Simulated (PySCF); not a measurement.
```xyz
14

O    -0.7429    1.1995   -1.4792
Si   -1.9078    0.9224   -0.3343
O    -1.3198   -0.0306    0.8931
Si   -0.3514   -1.3075    1.2652
O     1.1174   -1.1633    0.5016
Si    2.1710   -0.3384   -0.4397
Cl    2.0777    1.6986    0.0131
H     0.0058    1.7454   -1.2034
H    -2.3709    2.1831    0.3055
H    -3.0031    0.2098   -1.0380
H    -0.9636   -2.5809    0.8020
H    -0.1187   -1.3027    2.7301
H     3.5515   -0.7718   -0.1191
H     1.8495   -0.4750   -1.8797
```

Geometry: PBE0-D3(BJ)/def2-SVP.

Level of theory: PySCF, PBE0/pcSseg-1, SCF density, gas phase, non-relativistic.

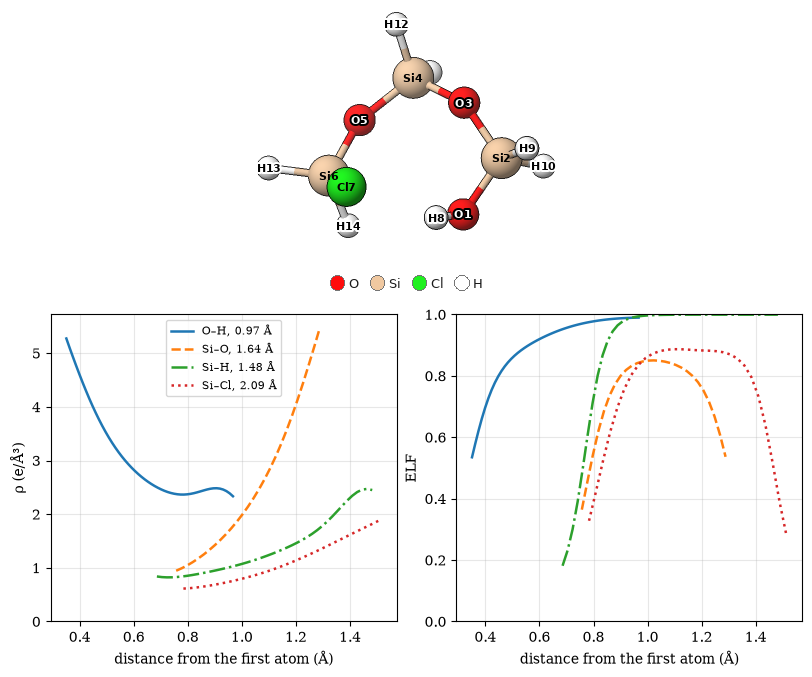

ClH7O3Si3. Total electron density and electron localisation function along straight lines between neighbouring atoms. The curves leave out the atomic cores. The structure is drawn too.

What can be read from the curves?

O–H (0.97 Å): ρ at the midpoint is about 3.6 e/Å³; the ELF climbs to about 1 towards the hydrogen, as it does in any bond to H: a covalent bond by its length.
Si–O (1.64 Å): ρ is about 1.1 e/Å³ halfway; the ELF peaks at about 0.85 between the atoms; a polar covalent bond.
Si–H (1.48 Å): ρ is about 0.82 e/Å³ halfway; the ELF climbs to about 1 towards the hydrogen.
Si–Cl (2.09 Å): ρ at the midpoint is about 0.86 e/Å³; the ELF peaks at about 0.90 between the atoms: a polar covalent bond.
